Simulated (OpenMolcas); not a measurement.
# Run report: C2F2, single-point calculation

- system: C2F2, SMILES FC#CF
- method: HF/pcseg-2, RHF (OpenMolcas 26.06)

The geometry comes from this level: PBE0-D4/def2-TZVP.

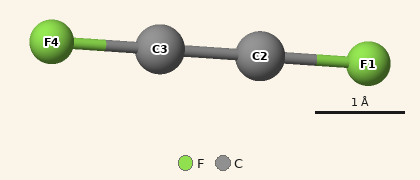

*The input geometry (ball-and-stick view, seen at a tilt; atoms are numbered from 1 in the order of the input).*

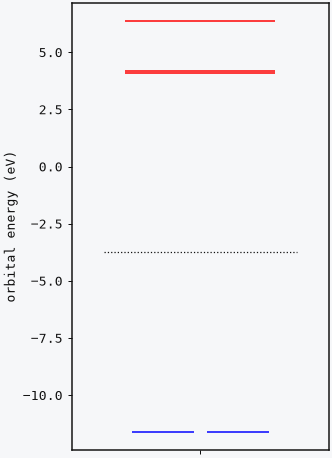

*Orbital energies near the frontier; the dotted line parts filled from empty levels, and levels within 0.02 eV of each other stand side by side.*

Highest filled −11.59 eV, lowest empty 4.10 eV, 15.69 eV apart.

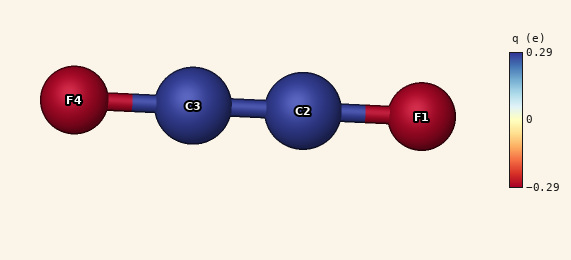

*Mulliken charges, as the colour of each atom (ball-and-stick view, seen at a tilt; atoms are numbered from 1 in the order of the input).*

By element: F −0.28 and C +0.28 e.

The input and output of the run follow.

### The input
```
* C2F2 Hartree-Fock
>>> EXPORT MOLCAS_PRINT=2

&GATEWAY
 BASLIB=$CurrDir
 COORD
 4
 bohr
 F     -0.25775864     0.24188494     3.50128456
 C     -0.06368377     0.05706973     1.10208828
 C      0.11602918    -0.11413946    -1.12136348
 F      0.31010406    -0.29895467    -3.52055977
 BASIS=pcseg-2
 GROUP=NoSym
 RICD
 CDTHRESHOLD=0.001

&SEWARD

&SCF
 PRORBITALS=0
```

Command:
```bash
export MOLCAS_MEM=1860
pymolcas job.inp > job.log
```

### The program's output
```
--- Start Module: gateway ---

                                              &GATEWAY

                       available to each process: 1.9 GB of memory, 1 thread

 Basis Set     1 Label: F.PCSEG-2
 Basis set is read from library:.
 basistype.tbl is not found

 Basis Set     2 Label: C.PCSEG-2
 Basis set is read from library:.
 basistype.tbl is not found

 Basis Set     3 Label: F.PCSEG-2
 Basis set is read from library:.
 basistype.tbl is not found

++    Symmetry information:
      ---------------------

                    Character Table for C1

                             E
                    a        1  x, y, xy, Rz, z, xz, Ry, yz, Rx, I
--

++    Basis set information:
      ----------------------

      Basis set label: F.PCSEG-2.........

      Electronic valence basis set:
      ------------------
      Associated Effective Charge   9.000000 au
      Associated Actual Charge      9.000000 au
      Nuclear Model: Point charge

      Shell  nPrim  nBasis  Cartesian Spherical Contaminant
         s      11       4        X
         p       6       3        X
         d       2       2                 X
         f       1       1                 X

      Basis set label: C.PCSEG-2.........

      Electronic valence basis set:
      ------------------
      Associated Effective Charge   6.000000 au
      Associated Actual Charge      6.000000 au
      Nuclear Model: Point charge

      Shell  nPrim  nBasis  Cartesian Spherical Contaminant
         s      11       4        X
         p       6       3        X
         d       2       2                 X
         f       1       1                 X

      Basis set label: F.PCSEG-2.........

      Electronic valence basis set:
      ------------------
      Associated Effective Charge   9.000000 au
      Associated Actual Charge      9.000000 au
      Nuclear Model: Point charge

      Shell  nPrim  nBasis  Cartesian Spherical Contaminant
         s      11       4        X
         p       6       3        X
         d       2       2                 X
         f       1       1                 X
--

++    Molecular structure info:
      -------------------------

                    ************************************************
                    **** Cartesian Coordinates / bohr, angstrom ****
                    ************************************************

     Center  Label                x              y              z                     x              y              z
        1      F1              -0.257759       0.241885       3.501285             -0.136400       0.128000       1.852800
        2      C2              -0.063684       0.057070       1.102088             -0.033700       0.030200       0.583200
        3      C3               0.116029      -0.114139      -1.121363              0.061400      -0.060400      -0.593400
        4      F4               0.310104      -0.298955      -3.520560              0.164100      -0.158200      -1.863000

                    ***************************************
                    *    InterNuclear Distances / bohr    *
                    ***************************************

               1 F1            2 C2            3 C3            4 F4
    1 F1       0.000000
    2 C2       2.414118        0.000000
    3 C3       4.651381        2.237263        0.000000
    4 F4       7.065499        4.651381        2.414118        0.000000

                    *******************************************
                    *    InterNuclear Distances / angstrom    *
                    *******************************************

               1 F1            2 C2            3 C3            4 F4
    1 F1       0.000000
    2 C2       1.277496        0.000000
    3 C3       2.461405        1.183909        0.000000
    4 F4       3.738901        2.461405        1.277496        0.000000

                    **************************************
                    *    Valence Bond Angles / degree    *
                    **************************************
                          Atom centers                 Phi
                      1 F1       2 C2       3 C3       180.00
                      2 C2       3 C3       4 F4       180.00

           ***************************************************************
           *              Valence Dihedral Angles / degree               *
           ***************************************************************
                    Atom centers                       Phi1     Phi2     Theta
           1 F1       2 C2       3 C3       4 F4        180.00   180.00   180.00
--

            Nuclear Potential Energy             95.51099705 au

--- Stop Module: gateway /rc=_RC_ALL_IS_WELL_ ---

--- Start Module: seward ---

                                              &SEWARD

                       available to each process: 1.9 GB of memory, 1 thread

               SEWARD will generate:
                  Multipole Moment integrals up to order  2
                  Kinetic Energy integrals
                  Nuclear Attraction integrals (point charge)
                  One-Electron Hamiltonian integrals
                  Velocity integrals
                  Orbital angular momentum around (  0.0262  -0.0285  -0.0096 )
                  Velocity quadrupole around (  0.0262  -0.0285  -0.0096 )
                  RI decomposed two-electron repulsion integrals stored Cholesky style
                   - acCD auxiliary basis
                   - CD Threshold:   1.00E-03

                   Integrals are discarded if absolute value <: 1.00E-14
                   Integral cutoff threshold is set to       <: 1.00E-16

            Nuclear Potential Energy             95.51099705 au

      Basis set specifications :
      Symmetry species         a
      Basis functions          120

--- Stop Module: seward /rc=_RC_ALL_IS_WELL_ ---
--- Module seward spent 1 second ---

--- Start Module: scf ---

                                                &SCF

                       available to each process: 1.9 GB of memory, 1 thread

++    Input section:
      --------------

      Header of the integral files:

      Cartesian coordinates in angstrom:
      -----------------------------------------------------
      No.  Label        X            Y            Z
      -----------------------------------------------------
       1   F1        -0.13640000   0.12800000   1.85280000
       2   C2        -0.03370000   0.03020000   0.58320000
       3   C3         0.06140000  -0.06040000  -0.59340000
       4   F4         0.16410000  -0.15820000  -1.86300000
      -----------------------------------------------------
      Nuclear repulsion energy =   95.51099705
--

++    Orbital specifications:
      -----------------------

      Symmetry species               1
                                     a
      Frozen orbitals                0
      Occupied orbitals             15
      Secondary orbitals           105
      Deleted orbitals               0
      Total number of orbitals     120
      Number of basis functions    120
--

      Molecular charge                           0.000

++    Optimization specifications:
      ----------------------------

      SCF Algorithm: LK-RI/DF
      LK screening threshold:                     4.50E-02
      Local-Exchange (LK) algorithm.
       - the density matrix is decomposed
      The actual AO density is used
      Number of density matrices in core                 5
      Maximum number of NDDO SCF iterations            400
      Maximum number of HF SCF iterations              400
      Threshold for SCF energy change             1.00E-09
      Threshold for density matrix                1.00E-04
      Threshold for Fock matrix                   1.50E-04
      Threshold for linear dependence             1.00E-09
      Threshold at which DIIS is turned on        1.50E-01
      Maximum depth in the DIIS procedure                5
      Maximum depth in the BFGS Hessian update          30
      Threshold at which QNR/C2DIIS is turned on  7.50E-02
      Threshold for Norm(delta) (QNR/C2DIIS)      1.00E-03
      All orbitals punched on: SCFORB
--

      Input vectors read from INPORB
      Orbital file label: *Guess orbitals

++ Convergence information
                                   SCF        iterations: Energy and convergence statistics

Iter     Tot. SCF        One-elec.       Two-elec.     Energy      Max Dij or  Max Fij      DNorm      TNorm      AccCon     Time
         Energy          Energy          Energy        Change      Delta Norm                                                in Sec.
   1  -274.167509733  -566.407567013   196.729060227   0.00E+00    2.69E-01*   1.84E-01*    5.87E+00   1.55E+02   None         0.
   2  -274.523692375  -569.234854825   199.200165397  -3.56E-01*   9.38E-02*   6.11E-02*    5.93E+00   1.57E+02   EDIIS        0.
   3  -274.555776626  -569.493159431   199.426385752  -3.21E-02*   1.82E-02*   2.36E-02*    5.95E+00   1.57E+02   c2DIIS       0.
   4  -274.567504204  -568.986591191   198.908089934  -1.17E-02*   1.08E-02*   3.86E-03*    5.95E+00   1.57E+02   QNRc2DIIS    0.
   5  -274.567782182  -569.153767083   199.074987848  -2.78E-04*   4.17E-03*   2.71E-03*    5.95E+00   1.57E+02   QNRc2DIIS    0.
   6  -274.567846028  -569.099475732   199.020632652  -6.38E-05*   9.80E-04    3.63E-04*    5.95E+00   1.57E+02   QNRc2DIIS    0.
   7  -274.567848090  -569.087116503   199.008271360  -2.06E-06*   3.15E-04    1.28E-04     5.95E+00   1.57E+02   QNRc2DIIS    0.
   8  -274.567848371  -569.089562644   199.010717221  -2.80E-07*   1.00E-04    3.29E-05     5.95E+00   1.57E+02   QNRc2DIIS    0.
   9  -274.567848390  -569.090373030   199.011527588  -1.93E-08*   1.18E-05    3.54E-06     5.95E+00   1.57E+02   QNRc2DIIS    0.
  10  -274.567848390  -569.090383052   199.011537610  -2.76E-10    8.08E-07    3.35E-07     5.95E+00   1.57E+02   QNRc2DIIS    0.

       Convergence after  10 Iterations
--

 *****************************************************************************************************************************
 *                                             SCF/KS-DFT Program, Final results                                             *
 *                                                       Final Results                                                       *
 *****************************************************************************************************************************

::    Total SCF energy                               -274.5678483901
      One-electron energy                            -569.0903830525
      Two-electron energy                             199.0115376099
      Nuclear repulsion energy                         95.5109970525
      Kinetic energy (interpolated)                   274.7378445643
      Virial theorem                                    0.9993812422
      Total spin, S(S+1)                                0.0000000000
      Total spin, S                                     0.0000000000
      Max non-diagonal density matrix element           0.0000004925
      Max non-diagonal Fock matrix element              0.0000000635

      No orbitals printed

++    Molecular charges:
      ------------------

      Mulliken charges per centre
      ---------------------------

                F1      C2      C3      F4
      Total    9.2787  5.7213  5.7213  9.2787

      N-E     -0.2787  0.2787  0.2787 -0.2787

      Total electronic charge=   30.000000

      Total            charge=   -0.000000
--

++    Molecular properties:
      ---------------------

      Charge (e):
                      =   -0.0000
      Dipole Moment (debye):
      Origin of the operator (angstrom)=    0.0139   -0.0151   -0.0051
                   X= -3.7638E-09               Y=  2.6269E-09               Z=  3.4540E-08           Total=  3.4844E-08
      Quadrupole Moment (debye*angstrom):
      Origin of the operator (angstrom)=    0.0139   -0.0151   -0.0051
                  XX= -2.0352E+01              XY=  8.6654E-03              XZ=  1.1247E-01              YY= -2.0351E+01
                  YZ= -1.0707E-01              ZZ= -2.1733E+01
      In traceless form (debye*angstrom)
                  XX=  6.8986E-01              XY=  1.2998E-02              XZ=  1.6870E-01              YY=  6.9114E-01
                  YZ= -1.6061E-01              ZZ= -1.3810E+00
--

--- Stop Module: scf /rc=_RC_ALL_IS_WELL_ ---
--- Module scf spent 2 seconds ---

.##################.
.# Happy landing! #.
.##################.

    Timing: Wall=4.83 User=4.46 System=0.36
```

### Summary

```tsv
quantity	value
outcome	converged
total energy	−274.567848 hartree
basis functions	120
HOMO	−11.59 eV
LUMO	4.10 eV
dipole moment	0.00 debye
hardware	1 thread of Arm Neoverse V1, 24 GiB of memory available, shared host
wall time	5.1 s
peak memory	0.093 GiB
```
